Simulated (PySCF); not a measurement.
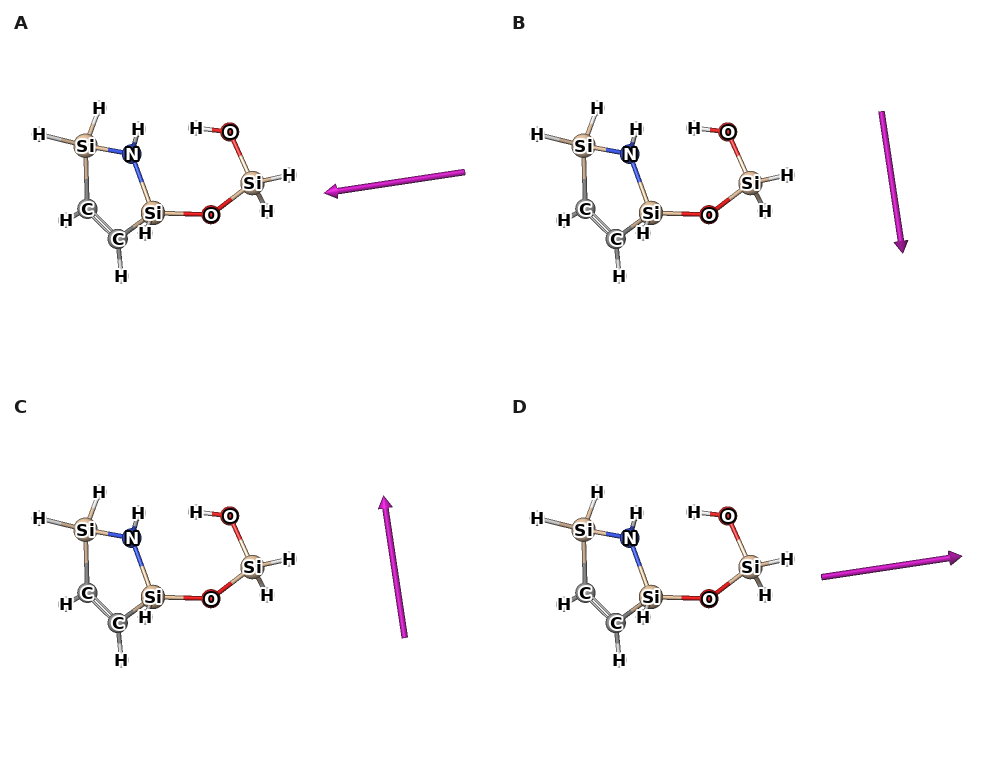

The same molecule four times, each with an arrow. Computed geometry: GFN2-xTB optimisation. No frequency run is at hand to confirm it as a minimum. Level of theory: B3LYP/def2-SVPD, gas phase (PySCF 2.14.0).

Which arrow points along the dipole moment, from the negative to the positive end?

Answer. A. The dipole moment is 2.10 D.

The geometry is semi-empirical. Around Si such bond lengths and angles can be off by a tenth of an ångström or more and by several degrees, and values that hang on the shape move with them.
